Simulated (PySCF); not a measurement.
## A study: (H2B-mu-SH)2 (B$_{2}$H$_{6}$S$_{2}$)

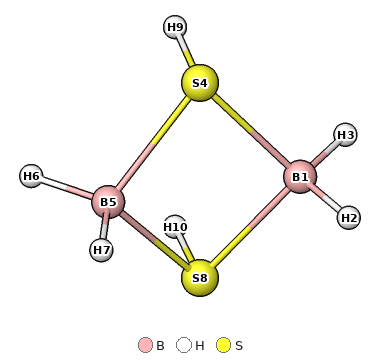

The molecule, with its atoms numbered as below. No frequency check shows the geometry to be a minimum.

Cartesian coordinates (Å):

```
B1      -0.0004    1.2725    0.2033
H2      -0.0003    1.6408    1.3188
H3      -0.0004    2.0831   -0.6461
S4      -1.4806   -0.0001   -0.0207
B5       0.0004   -1.2725    0.2033
H6       0.0004   -2.0831   -0.6461
H7       0.0003   -1.6408    1.3188
S8       1.4806    0.0001   -0.0207
H9      -1.5153   -0.0001   -1.3576
H10      1.5153    0.0001   -1.3576
```

### 1. Bonding charge

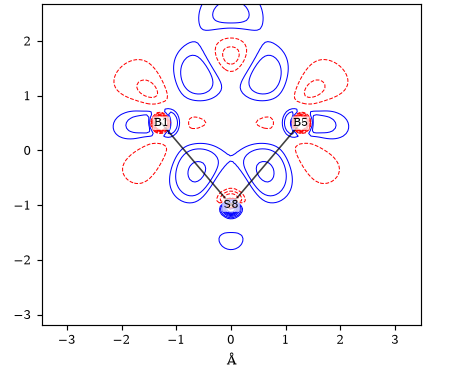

Deformation density (molecule less spherical, spin-averaged free atoms) in the plane of B1, B5 and S8; contours at ±0.05 to ±0.8 e/Å³; solid blue lines: gain, dashed red lines: loss.

Computed with PySCF, PBE0/def2-SVPD, geometry: GFN2-xTB.

**Describe the bonding that the map shows.**

B5–S8 and B1–S8: +0.04 e/Å³ at the bond critical point (bond length 1.97 Å); up to 0.6 Å beside the axis the gain reaches +0.22 e/Å³. In all, 2.2 electrons gather in the regions of gain relative to the promolecule. A small or negative value marks a very polar bond, one between electron-rich atoms, whose free-atom densities already overlap strongly, a long bond to a heavier atom, or a closed-shell contact such as a hydrogen bond.

**Where do the Hirshfeld charges lie?**

The highest Hirshfeld charge is on S4 and S8 (+0.11 e), the lowest on H3 and H6 (−0.07 e).

```
atom  charge (e)
  B1       −0.04
  H2       −0.07
  H3       −0.07
  S4       +0.11
  B5       −0.04
  H6       −0.07
  H7       −0.07
  S8       +0.11
  H9       +0.07
 H10       +0.07
```

### 2. Local ionisation energy

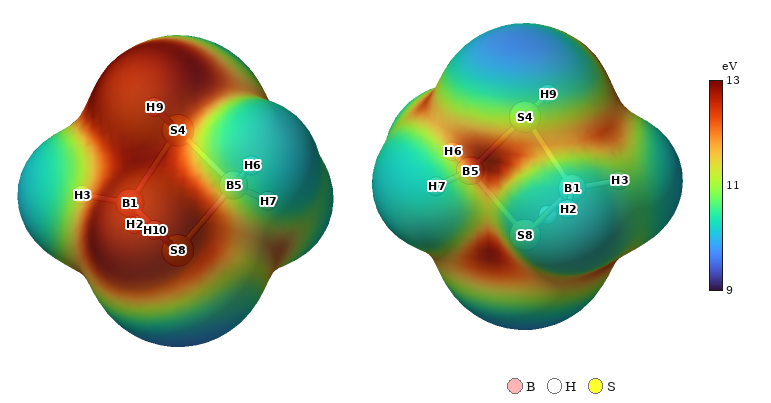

Average local ionisation energy on the surface of electron density 0.001 a.u. (back view left, front view right).

**Locate the minima of the map.**

The lowest value is 9.8 eV, 2.2 Å from S4, and at like points elsewhere. Further minima include 10.1 eV, 1.5 Å from H6, and at like points elsewhere. For comparison, the highest occupied orbital lies at −8.2 eV.

### 3. Removing or adding an electron

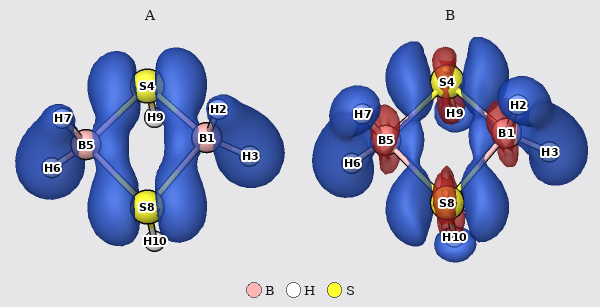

The Fukui function f⁻ from two separate SCF calculations and the density of the HOMO, at ±0.02 e/Å³ (blue positive, red negative).

Method: PBE/def2-SVPD; geometry: GFN2-xTB; program: PySCF.

**Which panel is which, and how good is the frozen-orbital picture?**

B is f⁻ (it has negative regions), A the HOMO density. The HOMO lies on S4 and S8 (22 % each), B1 and B5 (14 % each) and H3 and H6 (10 % each); f⁻ (Hirshfeld-condensed) is largest on S4 and S8 (0.20 each); the vertical ionisation energy is 9.91 eV (the stability of the cation's solution wasn't checked). Relaxation shifts 14 % of the electron between atoms. The orbital energy is −7.01 eV.

The PySCF runs shown took 27 s and 120 s on 1 thread of Arm Neoverse V1, with other jobs on the host.
